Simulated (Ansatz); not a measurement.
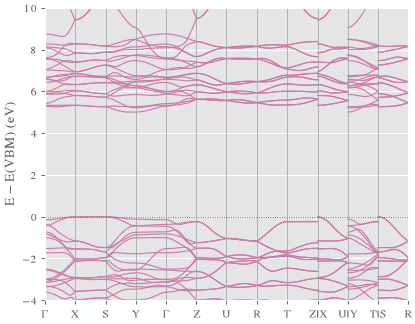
Figure: Band structure from r²SCAN in the plane-wave PAW code Ansatz

The gap is 5.00 eV; an edge lies off the plotted path or next to a special point (maximum on the S–Y line, 5 % of the way from S, minimum on the S–Y line, 81 % of the way from S).

Q: Which of these materials gives this?
A) ScOF, Pca2_1 (Sc on 4a, F on 4a, O on 4a)
B) C, Pnma (C on 4c, C on 4c, C on 4c, C on 4c)
C) SiO2, Pbcn (Si on 4c, O on 8d)
D) TiO2, Pbcn (Ti on 4c, O on 8d)

A: A, ScOF, Pca2_1 (Sc on 4a, F on 4a, O on 4a)

The start of the workflow was typed in or built on a structure type; neither database checked (COD, Materials Project) lists it. Its standing as an ambient phase is unchecked. The r²SCAN relaxation kept the symmetry of its start; whether a distortion lowers the energy is not shown. The run is not spin-polarised.

Potentials: the earlier of the program's two PAW sets.
